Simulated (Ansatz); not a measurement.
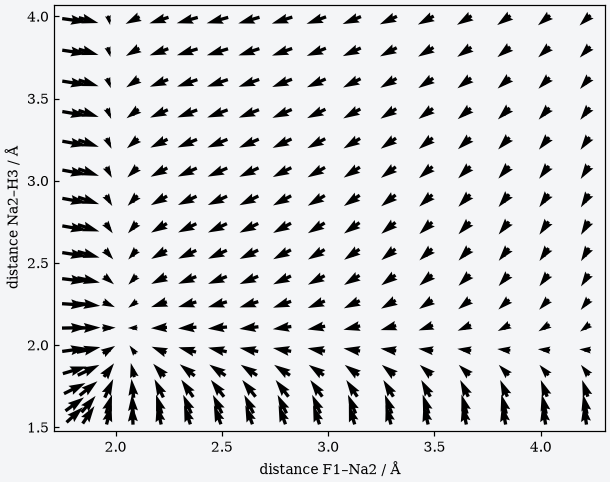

The system F⁻ + NaH. Coordinates scanned: (1) distance F1–Na2; (2) distance Na2–H3. Nothing is relaxed (the angle F1–Na2–H3 is fixed at 180 degrees). Grid: 17 × 17 points. Points are written as (first, second). The reference is spin-restricted, so regions where a bond is pulled apart into radicals lie too high. Theory: RHF/aug-cc-pVTZ in Ansatz 0.2.0.

Drawn: dots at the grid points, arrows along the force (downhill), their lengths compressed.

**The arrows alone are given. Where is the energy lowest?**

The arrows converge at about (2.034 Å, 2.104 Å) (read from the interpolated surface).

The energy map of the same scan:

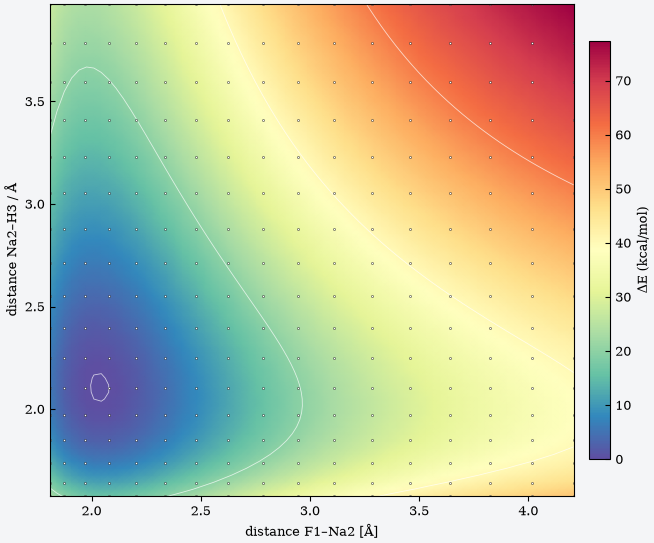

Energies are in kcal/mol, from the lowest grid point; between grid points the surface is interpolated.
